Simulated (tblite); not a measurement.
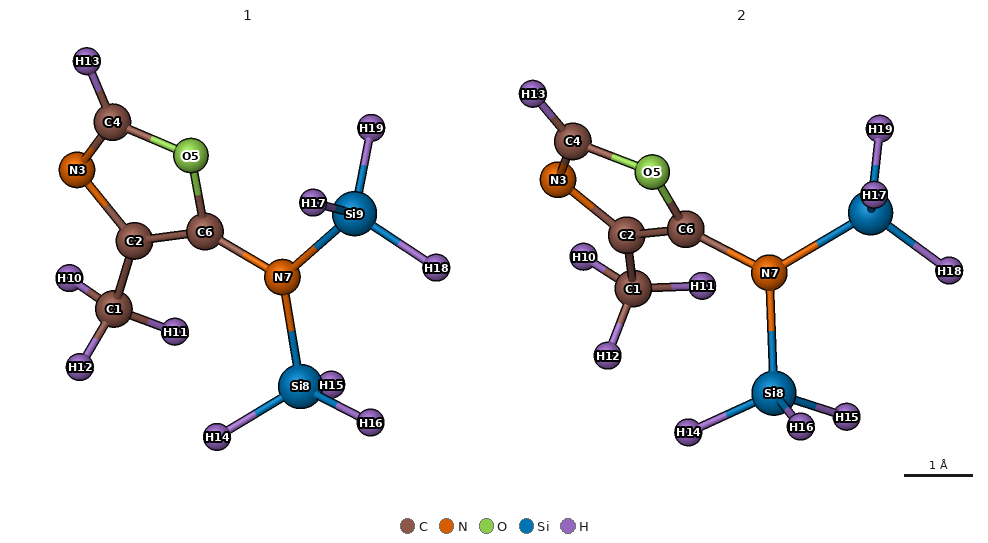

Two geometries of C4H10N2OSi2, drawn at one scale. One is the start of a relaxation, the other its converged end. Style: ball-and-stick. Shown at a tilt.

Level of theory: tblite 0.8.0, GFN2-xTB geometry optimisation, gas phase. 

> Which one is relaxed?

Structure 1 is the relaxed one. The atom that moves furthest after the best rigid fit is H16 (1.34 Å). Largest moves by element: H 1.34 Å, C 0.67 Å, Si 0.65 Å, O 0.63 Å, N 0.25 Å. Near-neighbour distances that change, for instance: O5–Si9 3.320 → 2.649 Å, N3–C4 1.362 → 1.285 Å, N7–Si8 1.801 → 1.744 Å, C6–N7 1.416 → 1.366 Å. Bond angles that change, for instance: C6–N7–Si9 122.8° → 111.6°, Si8–N7–Si9 118.7° → 126.5°, N3–C4–O5 106.7° → 113.5°. Groups turn about N7–Si8 by about 45°, C6–N7 by about 40°. The energy falls by 15.3 kcal/mol in 166 geometry steps.
